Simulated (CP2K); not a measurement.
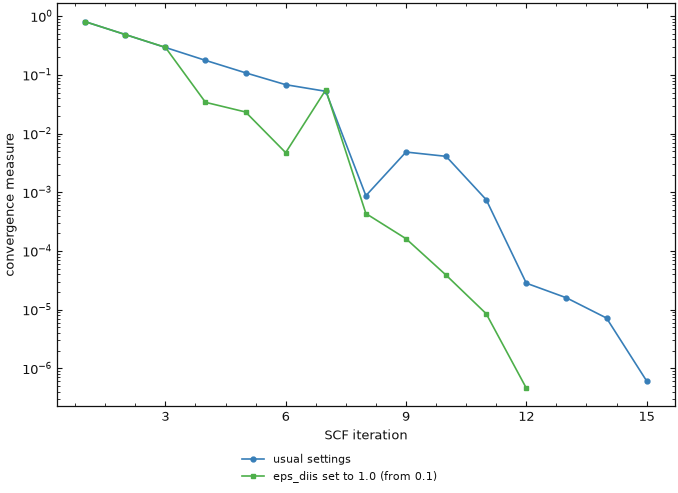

Two SCF runs that differ in one setting.
System: BH2Me (SMILES [H]B([H])C).
Method: RHF AM1 in CP2K.

Which runs converged, and in how many iterations?

Answer. “eps_diis set to 1.0 (from 0.1)” converged in 12 iterations. “usual settings” converged in 15 iterations. CP2K mixes the density linearly, with weight alpha, until the error falls below EPS_DIIS, and only then turns to DIIS. That happens at step 7 with the usual settings and at step 3 in the changed run. Both end at the same energy within 1 meV.
